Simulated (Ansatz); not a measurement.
C$_{2}$H$_{10}$InN

Input

```
crystal:
  periodic: [false, false, false]
  atoms:
    - {symbol: C, position_ang: [-0.115076, 1.217252, -0.902622]}
    - {symbol: C, position_ang: [0.040068, 0.530592, 1.428414]}
    - {symbol: In, position_ang: [0.321842, -1.950239, -0.593942]}
    - {symbol: N, position_ang: [-0.448188, 0.205231, 0.093260]}
    - {symbol: H, position_ang: [-0.542212, 0.935490, -1.874869]}
    - {symbol: H, position_ang: [-0.484670, 2.220084, -0.621163]}
    - {symbol: H, position_ang: [0.977997, 1.268741, -1.015386]}
    - {symbol: H, position_ang: [-1.461471, 0.092895, 0.127559]}
    - {symbol: H, position_ang: [1.139880, 0.552308, 1.416840]}
    - {symbol: H, position_ang: [-0.275142, -0.246593, 2.138124]}
    - {symbol: H, position_ang: [-0.324706, 1.512690, 1.780446]}
    - {symbol: H, position_ang: [-0.321988, -2.836885, 0.764677]}
    - {symbol: H, position_ang: [2.017089, -1.535978, -0.599167]}
    - {symbol: H, position_ang: [-0.536424, -1.994788, -2.113171]}
basis:
  gaussian: {orbitals: def2-TZVPD}
hamiltonian: {xc: pbe0}
output: {forces: true, orbitals: {seedname: orbitals}}
```

Launched as:

```sh
ansatz run input.yaml --threads 2 --pin off --max-ram 5220MiB --events-out events.jsonl --progress --plain --runs-dir runs
```

Geometry: PBE0-D4/def2-SVP; core potentials replace the inner electrons of In.

All numbers below come from isolated molecule in a Gaussian basis; Kohn-Sham density functional theory, functional PBE0 in Ansatz.

Predict the electron density and electron localisation function between the atoms.

C–N (1.46 Å): ρ is about 1.9 e/Å³ halfway; the ELF peaks at about 0.90 between the atoms: a shared electron pair.
In–N (2.39 Å): the density is about 0.36 e/Å³ at the midpoint; the ELF peaks at about 0.95 in the valence shell of N, 0.7 Å from its nucleus, and drops to about 0.10 between the two atoms.
C–H (1.11 Å): ρ is about 2 e/Å³ halfway; the ELF climbs to about 1 towards the hydrogen, as it does in any bond to H (a covalent bond by its length).
In–H (1.75 Å): the density is about 1.1 e/Å³ at the midpoint; the ELF climbs to about 1 towards the hydrogen.

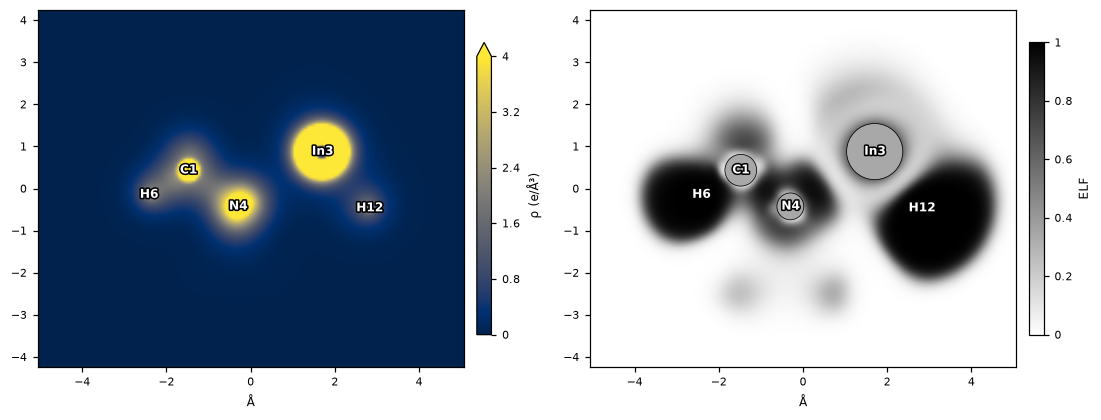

Computed electron density and electron localisation function on the plane of atoms N4, In3 and H12, in this order. Grey discs cover the atomic cores in the ELF map. 
